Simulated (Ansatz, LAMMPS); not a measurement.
# Relaxing Zn2+ PF6- in diethyl carbonate and dimethoxyethane, from a frame at 400 K (128 atoms), part 2 of 3

Aim: bring Zn2+ PF6- in diethyl carbonate and dimethoxyethane, from a frame at 400 K (128 atoms) to a nearby minimum of the energy and see what moves.

Ansatz 0.2.0; Kohn-Sham DFT, PBE+D4, PAW (set soft_2), plane waves.

The cell: 25 C, 13 O, 60 H, 4 P, 24 F and 2 Zn. The network of contacts between molecules at the start is that of the classical potential that made the cell. Only the Γ point is sampled, in a cell whose shortest periodic width is 11 Å.

So far. Step 3 (Single point at the start): Neighbours are counted within 1.34 Å (H-C), 1.85 Å (C-C), 1.73 Å (C-O), 2.00 Å (F-P), 2.12 Å (F-Zn), 2.43 Å (O-Zn).

**4. Cell and atoms relaxed**

The cell is relaxed with the atoms, since the starting lattice needn't suit this functional.

The input, input.yaml:

```yaml
crystal:
  lattice:
    - [11.43715, 0.0, 0.0]
    - [0.0, 11.43715, 0.0]
    - [0.0, 0.0, 11.43715]
  atoms:
    [... the 128 atom lines of step 3 ...]
kpoints:
  mp_grid: { grid: [1, 1, 1] }
hamiltonian:
  xc: pbe
  dispersion: d4
scf:
  occupations: { method: fixed }
output:
  forces: true
relax:
  f_tol: 0.03
  max_steps: 200
  cell: {}
```

Launch:

```sh
ansatz run input.yaml --threads 4 --pin off --max-ram 8192MiB --backend cpu --events-out ev --progress --plain --runs-dir out
```

Numbers of over 12 decimals in the logs are rounded to 6 here.

The program printed:

```text
[...]
Crystal: 128 atoms, lattice volume = 1496.075 Å³
Basis set: ecut = 420 eV, 29279 PW (Γ), exchange–correlation on 160×160×160 points (8 copies of the dense FFT grid, shifted against one another)
Bands: 353, of which v1, the nominal top of the filled ones, is band 225 counted from 1 (224 counted from 0)
Symmetry: 1 space group operations
[...]
k-points: 1
[...]
SCF iter   1: F=—  HF=-43672.659497 eV  |F-HF|=—  |Δ(HF+E_count)|=         —  Δρ=5.14e-3  dr2=6.28e-1  ethr=1.77e-3  ⟨swp⟩=5.0  Hψ=1224  notcnv=0  defer=124
[...]
SCF iter   3: F=—  HF=-43672.475746 eV  |F-HF|=—  |Δ(HF+E_count)|=   3.32e-2  Δρ=1.44e-3  dr2=3.81e-2  ethr=3.39e-5  ⟨swp⟩=4.0  Hψ=424  notcnv=0  defer=65
automatic band count: iteration 3 solves 292 bands in place of 353: the levels show a gap, and the empty bands left out lie too high to hold charge; the band table lists the bands solved (type scf.n_extra_bands for more)
SCF iter   4: F=—  HF=-43672.465353 eV  |F-HF|=—  |Δ(HF+E_count)|=   1.04e-2  Δρ=5.80e-4  dr2=5.51e-3  ethr=8.47e-6  ⟨swp⟩=4.0  Hψ=444  notcnv=0  defer=65
[...]
SCF iter  10: F=-43672.463728 eV  HF=-43672.463728 eV  |F-HF|=1.93e-8  |Δ(HF+E_count)|=   7.64e-8  Δρ=1.96e-6  dr2=5.70e-8  ethr=2.22e-11  ⟨swp⟩=4.0  Hψ=1145  notcnv=0
SCF 1 converged in 10 iterations: F = -43672.463728 eV  dr2 = 5.70e-8
[...]
relax step   1: F+E_penalty+E_count = -43672.46372819 eV  Δ(F+E_penalty+E_count) = +0.000e0 eV  max|allowed force component| = 4.022e0 eV/Å  Δτ_max = 0.0000 Å  P = +3.910 GPa  Ω = 1496.075 Å³  (10 SCF iters, dr2 threshold 1.00e-7 eV, accepted)
[... from here on, the SCF cycles and remarks between the steps are left out ...]
relax step   2: F+E_penalty+E_count = -43679.33334660 eV  Δ(F+E_penalty+E_count) = -6.870e0 eV  max|allowed force component| = 3.163e0 eV/Å  Δτ_max = 0.1934 Å  P = +1.132 GPa  Ω = 1527.070 Å³  energy of the carried Pulay correction = -8.918e-2 eV  (8 SCF iters, dr2 threshold 1.28e-5 eV, accepted)
relax step   3: F+E_penalty+E_count = -43681.40187058 eV  Δ(F+E_penalty+E_count) = -2.069e0 eV  max|allowed force component| = 1.821e0 eV/Å  Δτ_max = 0.1938 Å  P = -0.274 GPa  Ω = 1533.345 Å³  energy of the carried Pulay correction = -1.070e-1 eV  (8 SCF iters, dr2 threshold 1.28e-5 eV, accepted)
relax step   4: F+E_penalty+E_count = -43682.08002638 eV  Δ(F+E_penalty+E_count) = -6.782e-1 eV  max|allowed force component| = 9.337e-1 eV/Å  Δτ_max = 0.1920 Å  P = -0.348 GPa  Ω = 1502.045 Å³  energy of the carried Pulay correction = -1.732e-2 eV  (8 SCF iters, dr2 threshold 1.28e-5 eV, accepted)
relax step   5: F+E_penalty+E_count = -43682.41549043 eV  Δ(F+E_penalty+E_count) = -3.355e-1 eV  max|allowed force component| = 2.859e-1 eV/Å  Δτ_max = 0.1916 Å  P = -0.319 GPa  Ω = 1483.244 Å³  energy of the carried Pulay correction = +3.746e-2 eV  (8 SCF iters, dr2 threshold 1.28e-5 eV, accepted)
relax step   6: F+E_penalty+E_count = -43682.61479115 eV  Δ(F+E_penalty+E_count) = -1.993e-1 eV  max|allowed force component| = 3.159e-1 eV/Å  Δτ_max = 0.1951 Å  P = -0.263 GPa  Ω = 1473.272 Å³  energy of the carried Pulay correction = +6.680e-2 eV  (8 SCF iters, dr2 threshold 5.11e-6 eV, accepted)
relax step   7: F+E_penalty+E_count = -43682.75617465 eV  Δ(F+E_penalty+E_count) = -1.414e-1 eV  max|allowed force component| = 2.839e-1 eV/Å  Δτ_max = 0.2000 Å  P = +0.083 GPa  Ω = 1462.026 Å³  energy of the carried Pulay correction = +1.001e-1 eV  (8 SCF iters, dr2 threshold 6.24e-6 eV, accepted)
relax step   8: F+E_penalty+E_count = -43682.80650212 eV  Δ(F+E_penalty+E_count) = -5.033e-2 eV  max|allowed force component| = 6.325e-1 eV/Å  Δτ_max = 0.1918 Å  P = -0.423 GPa  Ω = 1454.395 Å³  energy of the carried Pulay correction = +1.229e-1 eV  (8 SCF iters, dr2 threshold 5.04e-6 eV, accepted)
relax step   9: F+E_penalty+E_count = -43682.90101165 eV  Δ(F+E_penalty+E_count) = -9.451e-2 eV  max|allowed force component| = 2.244e-1 eV/Å  Δτ_max = 0.2000 Å  P = -0.128 GPa  Ω = 1453.075 Å³  energy of the carried Pulay correction = +1.268e-1 eV  (6 SCF iters, dr2 threshold 1.28e-5 eV, accepted)
relax step  10: F+E_penalty+E_count = -43682.95173839 eV  Δ(F+E_penalty+E_count) = -5.073e-2 eV  max|allowed force component| = 5.570e-1 eV/Å  Δτ_max = 0.1937 Å  P = -0.134 GPa  Ω = 1450.269 Å³  energy of the carried Pulay correction = +1.352e-1 eV  (8 SCF iters, dr2 threshold 3.15e-6 eV, accepted)
relax step  11: F+E_penalty+E_count = -43682.99532449 eV  Δ(F+E_penalty+E_count) = -4.359e-2 eV  max|allowed force component| = 4.183e-1 eV/Å  Δτ_max = 0.1949 Å  P = -0.025 GPa  Ω = 1450.576 Å³  energy of the carried Pulay correction = +1.343e-1 eV  (7 SCF iters, dr2 threshold 1.28e-5 eV, accepted)
relax step  12: F+E_penalty+E_count = -43682.98649184 eV  Δ(F+E_penalty+E_count) = +8.833e-3 eV  max|allowed force component| = 9.194e-1 eV/Å  Δτ_max = 0.1945 Å  P = -0.313 GPa  Ω = 1446.342 Å³  energy of the carried Pulay correction = +1.470e-1 eV  (7 SCF iters, dr2 threshold 1.09e-5 eV, rejected (line search))
[...]
relax step  77: F+E_penalty+E_count = -43683.53905443 eV  Δ(F+E_penalty+E_count) = +1.644e-1 eV  max|allowed force component| = 2.982e-2 eV/Å  Δτ_max = 0.0000 Å  P = -0.231 GPa  Ω = 1393.932 Å³  stress off target by 3.75e-1 GPa  SCF on the basis re-selected at this cell (its energy is not comparable with the rows above)  (8 SCF iters)
relax step  78: F+E_penalty+E_count = -43683.71811823 eV  Δ(F+E_penalty+E_count) = -1.791e-1 eV  max|allowed force component| = 9.494e-2 eV/Å  Δτ_max = 0.1960 Å  P = +0.011 GPa  Ω = 1346.059 Å³  energy of the carried Pulay correction = +1.458e-1 eV  (10 SCF iters, dr2 threshold 3.51e-7 eV, accepted)
relax step  79: F+E_penalty+E_count = -43683.70258216 eV  Δ(F+E_penalty+E_count) = +1.554e-2 eV  max|allowed force component| = 8.341e-2 eV/Å  Δτ_max = 0.0389 Å  P = +0.077 GPa  Ω = 1355.086 Å³  energy of the carried Pulay correction = +1.199e-1 eV  (8 SCF iters, dr2 threshold 5.63e-7 eV, accepted)
relax step  80: F+E_penalty+E_count = -43683.68880289 eV  Δ(F+E_penalty+E_count) = +1.378e-2 eV  max|allowed force component| = 1.601e-1 eV/Å  Δτ_max = 0.1477 Å  P = -0.262 GPa  Ω = 1357.798 Å³  energy of the carried Pulay correction = +1.123e-1 eV  (9 SCF iters, dr2 threshold 4.35e-7 eV, rejected (line search))
relax step  81: F+E_penalty+E_count = -43683.70182478 eV  Δ(F+E_penalty+E_count) = +7.574e-4 eV  max|allowed force component| = 3.081e-2 eV/Å  Δτ_max = 0.0471 Å  P = -0.023 GPa  Ω = 1356.472 Å³  energy of the carried Pulay correction = +1.160e-1 eV  (12 SCF iters, accepted)
relax step  82: F+E_penalty+E_count = -43683.71260329 eV  Δ(F+E_penalty+E_count) = -1.078e-2 eV  max|allowed force component| = 2.546e-2 eV/Å  Δτ_max = 0.0338 Å  P = -0.034 GPa  Ω = 1353.441 Å³  energy of the carried Pulay correction = +1.250e-1 eV  (9 SCF iters, dr2 threshold 5.93e-8 eV, accepted)
relax step  83: F+E_penalty+E_count = -43683.72201630 eV  Δ(F+E_penalty+E_count) = -9.413e-3 eV  max|allowed force component| = 1.693e-2 eV/Å  Δτ_max = 0.0345 Å  P = -0.023 GPa  Ω = 1350.577 Å³  energy of the carried Pulay correction = +1.335e-1 eV  (10 SCF iters, accepted)
relax step  84: F+E_penalty+E_count = -43683.60842155 eV  Δ(F+E_penalty+E_count) = +1.136e-1 eV  max|allowed force component| = 1.700e-2 eV/Å  Δτ_max = 0.0000 Å  P = -0.110 GPa  Ω = 1350.577 Å³  stress off target by 1.77e-1 GPa  SCF on the basis re-selected at this cell (its energy is not comparable with the rows above)  (7 SCF iters)
relax step  85: F+E_penalty+E_count = -43683.67086824 eV  Δ(F+E_penalty+E_count) = -6.245e-2 eV  max|allowed force component| = 6.021e-2 eV/Å  Δτ_max = 0.1297 Å  P = -0.097 GPa  Ω = 1333.833 Å³  energy of the carried Pulay correction = +5.357e-2 eV  (10 SCF iters, dr2 threshold 7.88e-8 eV, accepted)
relax step  86: F+E_penalty+E_count = -43683.67550652 eV  Δ(F+E_penalty+E_count) = -4.638e-3 eV  max|allowed force component| = 1.698e-2 eV/Å  Δτ_max = 0.0360 Å  P = +0.010 GPa  Ω = 1332.796 Å³  energy of the carried Pulay correction = +5.679e-2 eV  (8 SCF iters, dr2 threshold 2.27e-7 eV, accepted)
relax step  87: F+E_penalty+E_count = -43683.62675928 eV  Δ(F+E_penalty+E_count) = +4.875e-2 eV  max|allowed force component| = 1.693e-2 eV/Å  Δτ_max = 0.0000 Å  P = -0.017 GPa  Ω = 1332.796 Å³  stress off target by 5.88e-2 GPa  SCF on the basis re-selected at this cell (its energy is not comparable with the rows above)  (6 SCF iters)
relax step  88: F+E_penalty+E_count = -43683.64730608 eV  Δ(F+E_penalty+E_count) = -2.055e-2 eV  max|allowed force component| = 1.829e-2 eV/Å  Δτ_max = 0.0471 Å  P = +0.004 GPa  Ω = 1327.285 Å³  energy of the carried Pulay correction = +1.807e-2 eV  (10 SCF iters, dr2 threshold 8.64e-9 eV, accepted)
relax step  89: F+E_penalty+E_count = -43683.63093784 eV  Δ(F+E_penalty+E_count) = +1.637e-2 eV  max|allowed force component| = 1.829e-2 eV/Å  Δτ_max = 0.0000 Å  P = -0.001 GPa  Ω = 1327.285 Å³  stress off target by 2.85e-2 GPa  SCF on the basis re-selected at this cell (its energy is not comparable with the rows above)  (5 SCF iters)
[...]
SCF converged after 5 iterations
Free energy (F): -43683.630938 eV
[...]
Internal energy: -43683.630938 eV  (E = F + TS)
E sigma→0 (E₀):  -43683.630938 eV
Fermi energy:    -0.111603 eV
[...]
--- Forces (eV/Å), atoms counted from 1 ---
  atom   1  C      0.00481184    -0.00369966     0.00349284
  atom   2  C     -0.00681454     0.00567423    -0.00104368
  atom   3  O      0.00503587    -0.00418219     0.00396582
  atom   4  C     -0.00166943    -0.00273015     0.00529880
  atom   5  O     -0.00226074    -0.00269705    -0.00832294
  atom   6  O      0.00092380     0.00948380    -0.00042642
  atom   7  C      0.00099034     0.00216694    -0.00256568
  atom   8  C     -0.00564094    -0.00454384     0.00228185
  atom   9  H     -0.00272737    -0.00085684     0.00174953
  atom  10  H     -0.00073658     0.00245459     0.00009292
  atom  11  H     -0.00097115     0.00146300    -0.00154500
  atom  12  H     -0.00162663    -0.00164042     0.00304772
  atom  13  H      0.00126514     0.00064436    -0.00107237
  atom  14  H     -0.00406343     0.00079416     0.00531193
[...]
atom 127  Zn    -0.00128333     0.00285369    -0.00807442
  atom 128  Zn    -0.00182940    -0.00225092     0.00598964
  max |Σ_I F_I| component: 1.02e-5 eV/Å
--- Stress (GPa, compression-positive) ---
        0.022415       0.006044       0.011766
        0.006043      -0.019722       0.010538
        0.011766       0.010539      -0.005945
  P = ⅓ Tr σ = -0.0011 GPa (-0.011 kbar)
--- Relaxed structure (85 steps of the walk, 78 accepted, 4 SCFs on fresh bases) ---
  F+E_penalty+E_count = -43683.63093784 eV   max|allowed force component| = 1.829e-2 eV/Å   (the final SCF, on the basis selected at the relaxed cell)
  cell:  # Å, volume = 1327.2854 Å³
    - [11.493718, 0.282461, 0.068731]
    - [0.282461, 11.088345, 0.453504]
    - [0.068731, 0.453504, 10.439824]
  atoms:
    - { symbol: C, position: [0.836670, 0.647732, 0.880574] }
    - { symbol: C, position: [0.730520, 0.680656, 0.799813] }
    - { symbol: O, position: [0.744721, 0.615997, 0.683316] }
    - { symbol: C, position: [0.655847, 0.611358, 0.606441] }
[...]
- { symbol: Zn, position: [0.765501, 0.407504, 0.482528] }
```

Elapsed: 17 min, on 4 threads of Arm Neoverse V2, shared host; peak memory 1.7 GiB.

Relaxation path (22 of 89):

| step | energy less that of the first step (eV) | largest force component (eV/Å) | pressure (GPa) | volume (Å³) |
| --- | --- | --- | --- | --- |
| 1 | 0.0000 | 4.0219 | 3.91 | 1496.08 |
| 5 | -9.9518 | 0.2859 | -0.32 | 1483.24 |
| 9 | -10.4373 | 0.2244 | -0.13 | 1453.08 |
| 14 | -10.5947 | 0.2591 | -0.04 | 1443.20 |
| 18 | -10.6894 | 0.4623 | -0.27 | 1430.84 |
| 22 | -10.7583 | 0.0658 | 0.02 | 1427.99 |
| 26 | -10.7978 | 0.1593 | -0.02 | 1428.05 |
| 30 | -10.8454 | 0.0412 | -0.01 | 1422.78 |
| 35 | -10.9647 | 0.1517 | 0.01 | 1417.09 |
| 39 | -11.0762 | 0.2549 | -0.11 | 1412.14 |
| 43 | -11.1146 | 0.0883 | -0.02 | 1411.21 |
| 47 | -11.1454 | 0.0881 | -0.02 | 1408.87 |
| 51 | -11.1636 | 0.1647 | -0.11 | 1407.22 |
| 55 | -11.1764 | 0.0528 | -0.01 | 1406.82 |
| 60 | -11.1822 | 0.0499 | -0.01 | 1407.39 |
| 64 | -11.1938 | 0.0423 | 0.01 | 1405.66 |
| 68 | -11.2013 | 0.0568 | -0.02 | 1404.60 |
| 72 | -11.2149 | 0.0492 | -0.02 | 1401.09 |
| 76 | -11.2398 | 0.0296 | -0.02 | 1393.93 |
| 81 | -11.2381 | 0.0308 | -0.02 | 1356.47 |
| 85 | -11.2071 | 0.0602 | -0.10 | 1333.83 |
| 89* | -11.1672 | 0.0183 | 0.00 | 1327.29 |

Relaxation steps marked * repeat the geometry before them on a plane-wave basis chosen anew for their cell, so energy and pressure can jump there. Other such steps can lie between the rows shown. Relaxation steps 12, 21, 29, 40, 42, 65, 80 were tried and not accepted.

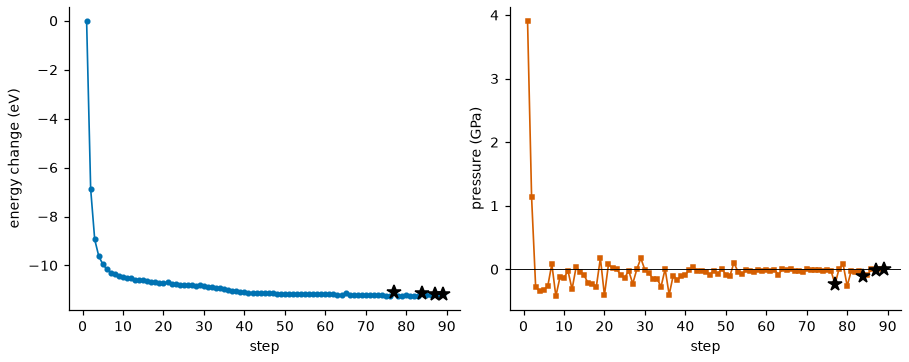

Energy and pressure along the relaxation. Stars mark steps on a basis chosen anew.

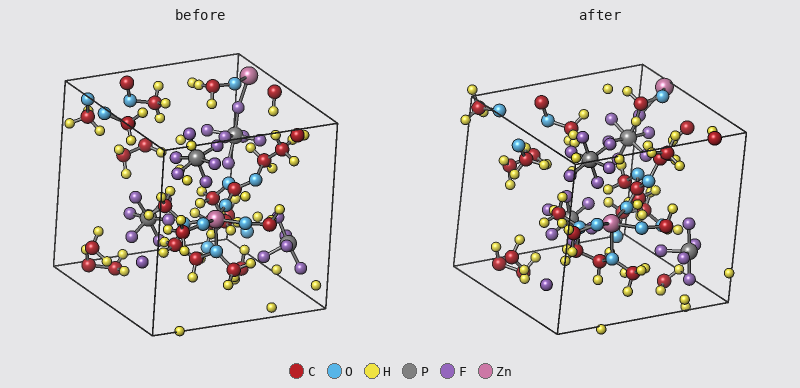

The structure before and after the relaxation, drawn at the same scale. Bonds to atoms that aren't drawn are left out.

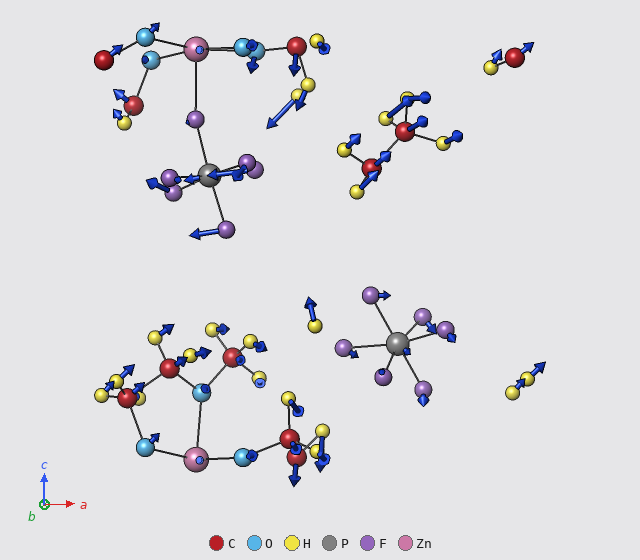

Displacements in the relaxation, scaled, measured against the changing cell; the longest in the cell stands for 3.44 Å. Drawn is a slice 4 Å thick, seen along the normal of the ac plane. Bonds to atoms that aren't drawn are left out.

| cell as run | before | after | change |
| --- | --- | --- | --- |
| a (Å) | 11.437 | 11.497 | +0.5 % |
| b (Å) | 11.437 | 11.101 | -2.9 % |
| c (Å) | 11.437 | 10.450 | -8.6 % |
| α (°) | 90.00 | 85.16 | -5.4 % |
| β (°) | 90.00 | 89.22 | -0.9 % |
| γ (°) | 90.00 | 87.12 | -3.2 % |
| volume (Å³/atom) | 11.69 | 10.37 | -11.3 % |

The atoms that moved most (Å, as changes of fractional coordinates times the final cell):

| atom | dx | dy | dz | length |
| --- | --- | --- | --- | --- |
| H10 | 1.593 | -2.564 | 1.644 | 3.437 |
| H11 | 1.284 | -2.812 | 0.329 | 3.109 |
| F105 | -2.980 | 0.727 | -0.421 | 3.096 |
| H43 | -1.012 | 0.325 | -2.809 | 3.003 |
| H42 | -2.070 | -0.264 | -2.096 | 2.957 |
| H44 | -0.098 | 0.800 | -2.739 | 2.855 |
| C1 | 1.243 | -2.195 | 0.990 | 2.710 |
| H81 | -2.392 | -0.135 | 0.954 | 2.579 |

The relaxation changed the energy by -87.2 meV/atom, and atoms moved by 1.4 Å r.m.s., 3.4 Å at most.

**5. Local order after relaxation**

Bonds before and after, by the cutoffs listed below:

| pair | bonds before | bonds after | mean before (Å) | mean after (Å) | spread before (Å) | spread after (Å) |
| --- | --- | --- | --- | --- | --- | --- |
| H-C | 60 | 60 | 1.094 | 1.097 | 0.033 | 0.003 |
| C-C | 7 | 7 | 1.500 | 1.504 | 0.026 | 0.001 |
| C-O | 25 | 25 | 1.431 | 1.429 | 0.051 | 0.053 |
| F-P | 24 | 24 | 1.613 | 1.639 | 0.025 | 0.020 |
| F-Zn | 2 | 1 | 2.121 | 2.222 | 0.136 | 0.000 |
| O-Zn | 10 | 10 | 1.924 | 2.101 | 0.066 | 0.049 |

Density 1.60 g/cm³, 10.37 Å³ an atom.

g(r), total and by pair (bins of 0.2 Å):

| r (Å) | total | H-H | H-C | H-F | H-O | H-P | H-Zn |
| --- | --- | --- | --- | --- | --- | --- | --- |
| 1.00 | 2.79 | 0.00 | 15.25 | 0.00 | 0.00 | 0.00 | 0.00 |
| 1.20 | 0.55 | 0.00 | 2.78 | 0.00 | 0.00 | 0.00 | 0.00 |
| 1.40 | 0.76 | 0.00 | 0.00 | 0.00 | 0.00 | 0.00 | 0.00 |
| 1.60 | 0.75 | 0.00 | 0.00 | 0.00 | 0.00 | 0.00 | 0.00 |
| 1.80 | 1.00 | 4.43 | 0.00 | 0.00 | 0.00 | 0.00 | 0.00 |
| 2.00 | 0.84 | 0.07 | 0.00 | 0.00 | 8.05 | 0.00 | 0.00 |
| 2.20 | 0.70 | 0.17 | 2.27 | 0.14 | 0.45 | 0.00 | 0.00 |
| 2.40 | 1.45 | 1.47 | 0.12 | 1.47 | 0.36 | 0.00 | 0.00 |
| 2.60 | 1.12 | 1.47 | 1.69 | 1.90 | 1.27 | 0.00 | 0.00 |
| 2.80 | 0.59 | 0.81 | 0.50 | 0.94 | 1.24 | 0.00 | 0.00 |
| 3.00 | 0.64 | 0.97 | 0.59 | 0.45 | 0.38 | 0.23 | 0.96 |
| 3.20 | 0.91 | 0.60 | 0.82 | 0.69 | 0.27 | 1.05 | 5.94 |
| 3.40 | 0.99 | 0.66 | 0.86 | 1.00 | 1.14 | 2.62 | 2.27 |
| 3.60 | 1.03 | 1.18 | 0.78 | 1.38 | 0.58 | 1.71 | 1.38 |
| 3.80 | 0.87 | 0.93 | 0.95 | 0.89 | 0.70 | 1.37 | 0.89 |
| 4.00 | 1.02 | 0.84 | 1.07 | 1.21 | 0.67 | 1.51 | 4.71 |
| 4.20 | 1.04 | 1.00 | 0.72 | 1.46 | 0.96 | 1.36 | 0.26 |
| 4.40 | 1.04 | 0.74 | 1.05 | 1.35 | 1.29 | 1.59 | 0.44 |
| 4.60 | 1.23 | 1.17 | 1.27 | 1.47 | 1.58 | 0.94 | 0.00 |
| 4.80 | 1.04 | 1.06 | 0.87 | 1.24 | 1.20 | 0.84 | 0.00 |
| 5.00 | 1.02 | 0.92 | 0.94 | 1.11 | 1.01 | 1.93 | 0.89 |

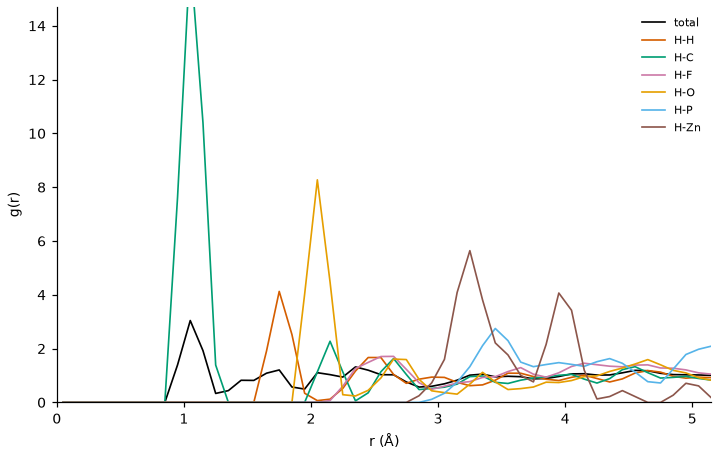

Pair distribution functions, lightly smoothed, with peaks cut at 14.

Bonds by pair of elements; cutoffs follow the first minimum of g(r), held within bounds set by covalent radii, and pairs that aren't listed don't count as bonded:

| pair A-B | cutoff (Å) | bonds | mean length (Å) | spread (Å) | shortest (Å) | B about A | A about B |
| --- | --- | --- | --- | --- | --- | --- | --- |
| H-C | 1.34 | 60 | 1.10 | 0.003 | 1.09 | 1 | 2.4 |
| C-C | 1.85 | 7 | 1.50 | 0.001 | 1.50 | 0.56 | 0.56 |
| C-O | 1.73 | 25 | 1.43 | 0.053 | 1.25 | 1 | 1.92 |
| F-P | 2 | 24 | 1.64 | 0.02 | 1.61 | 1 | 6 |
| F-Zn | 2.38 | 1 | 2.22 | 0 | 2.22 | 0.042 | 0.5 |
| O-Zn | 2.5 | 10 | 2.10 | 0.049 | 1.99 | 0.769 | 5 |

How many atoms have how many bonded neighbours:

| element | mean | 1 | 2 | 3 | 4 | 5 | 6 |
| --- | --- | --- | --- | --- | --- | --- | --- |
| C | 3.96 | 0 | 0 | 1 | 24 | 0 | 0 |
| F | 1.04 | 23 | 1 | 0 | 0 | 0 | 0 |
| H | 1 | 60 | 0 | 0 | 0 | 0 | 0 |
| O | 2.69 | 0 | 4 | 9 | 0 | 0 | 0 |
| P | 6 | 0 | 0 | 0 | 0 | 0 | 4 |
| Zn | 5.5 | 0 | 0 | 0 | 0 | 1 | 1 |

Bond angles (no mean is given where the spread exceeds 20°):

| angle | count | mean (°) | spread (°) |
| --- | --- | --- | --- |
| F-P-F | 60 | - | - |
| H-C-O | 54 | 109 | 1.5 |
| H-C-H | 48 | 110 | 0.8 |
| C-C-H | 30 | 111 | 1.4 |
| O-Zn-O | 20 | - | - |

Bond length by coordination (bonds to H left out):

| element | coordination | atoms | mean bond length (Å) |
| --- | --- | --- | --- |
| C | 3 | 1 | 1.29 |
| C | 4 | 24 | 1.47 |
| F | 1 | 23 | 1.64 |
| F | 2 | 1 | 1.97 |
| O | 2 | 4 | 1.46 |
| O | 3 | 9 | 1.67 |
| Zn | 5 | 1 | 2.08 |
| Zn | 6 | 1 | 2.14 |

Rings of the network by King's shortest-path rule, up to 12 atoms, one path for each pair of neighbours; H, halogens, alkali and alkaline-earth atoms are left out, and the last column divides by all other atoms, bonded or not:

| ring size (atoms) | rings | per network atom |
| --- | --- | --- |
| 5 | 4 | 0.091 |

By these cutoffs 96 % of C atoms have 4, 96 % of F atoms have 1, all H atoms have 1 and 69 % of O atoms have 3 bonded neighbours. All rings counted have 5 atoms.

(Continued in part 3 of 3.)

[Logs are printed without paths, hosts, clocks, repeated set-up lines and the standing remarks that a program may print on its own settings, such as how far it seeks lower states.]

[Hosts, paths, dates, database ids (printed as entryN), source tags and the programs' standing remarks are cut or masked in the printed files.]
